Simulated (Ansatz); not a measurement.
**Run report: AlH$_{3}$O$_{2}$, single-point calculation**

- system: AlH$_{3}$O$_{2}$
- method: direct RPA on PBE orbitals, frozen core/def2-TZVPP (Ansatz 0.2.0)

The geometry comes from this level: PBE0-D4/def2-TZVP.

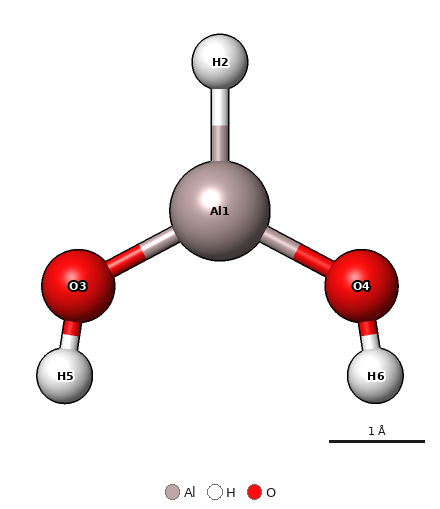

*The input geometry (ball-and-stick view, seen on its broad side; atoms are numbered from 1 in the order of the input). Sticks mark near contacts.*

Bond lengths as drawn: Al–H 1.57 Å, Al–O 1.69 Å and H–O 0.95 Å.

## Summary

```json
{"quantity": "outcome", "value": "converged"}
{"quantity": "total energy", "value": "−10733.1337 eV"}
{"quantity": "mean-field energy", "value": "−10709.0012 eV"}
{"quantity": "SCF solution under orbital rotations", "value": "stable"}
{"quantity": "hardware", "value": "4 threads of Arm Neoverse V1, 23 GiB of memory available, shared host"}
{"quantity": "wall time", "value": "1.6 s (CPU time 5.5 s)"}
{"quantity": "peak memory", "value": "0.45 GiB"}
```

## Input file
```yaml
crystal:
  periodic: [false, false, false]
  atoms:
    - {symbol: Al, position_ang: [-0.259928, -0.460000, -0.665365]}
    - {symbol: H, position_ang: [0.538372, -1.805024, -0.727003]}
    - {symbol: O, position_ang: [0.190273, 0.777896, -1.726755]}
    - {symbol: O, position_ang: [-1.518426, -0.336587, 0.458187]}
    - {symbol: H, position_ang: [-0.209081, 1.642044, -1.795381]}
    - {symbol: H, position_ang: [-2.081568, 0.420449, 0.602008]}
basis:
  gaussian: {orbitals: def2-TZVPP}
hamiltonian: {xc: pbe}
correlation: {method: rpa}
```

Launch command:
```bash
ansatz run in.yaml --threads 4 --pin off --events-out ev --progress --plain --max-ram 9574MiB
```

## What the program printed
```
Functional definition: PBE
  name "PBE"
  cite "Perdew, Burke & Ernzerhof, Phys. Rev. Lett. 77, 3865 (1996) doi:10.1103/PhysRevLett.77.3865"
  parent pbe
  parameter kappa = 0.804
  parameter beta = 0.06672455060314922
  exchange = pbe_x(kappa = kappa, mu = beta*pi^2/3)
  correlation = pbe_c(beta = beta)
892 factors; integrals over basis functions are off by at most 1.4e-3 eV
mean field evaluation 1: about -10722.6610 eV, gradient 9.4e1 eV
mean field evaluation 2: about -10722.6541 eV, gradient 9.4e1 eV
mean field evaluation 4: about -10735.9726 eV, gradient 1.8e1 eV
mean field evaluation 8: about -10736.7570 eV, gradient 7.0e-1 eV
mean field evaluation 16: about -10736.7581 eV, gradient 1.9e-5 eV
mean field evaluation 32: about -10687.6586 eV, gradient 3.3e1 eV
mean field -10736.75805217 eV, -394.5685807812 hartree, gradient 2.5e-6 eV, S^2 0.000000; 0 other end points of the search recorded, 0 dependent functions left out
7 core orbitals not correlated: weight in the atoms' cores, before any rotation towards them, 1.000 or more for the frozen orbitals, at most 0.000 for the correlated occupied ones
reference -10709.00122250 eV, -393.5485361051 hartree; 9, 9 occupied and 130, 130 virtual orbitals, 892 factors
Total energy: -10733.13372020 eV, -394.4353890379 hartree
```
